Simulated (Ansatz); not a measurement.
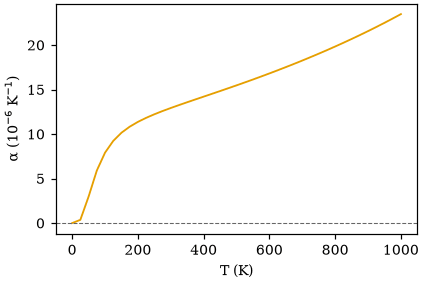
Linear thermal expansion of Ga₂Pt in space group Fm-3m (No. 225) from quasi-harmonic approximation, PBEsol in Ansatz (a quantum-chemistry and plane-wave program)

The cell is a database entry relaxed within its symmetry; it need not be the phase found at ambient conditions. Spin-orbit coupling is not included.

Read off α at 600 K, and say whether it is negative anywhere.

About 17 × 10⁻⁶ K⁻¹. It is not negative in the range shown.

The PAW data sets were generated under PBE and serve the other functionals too.
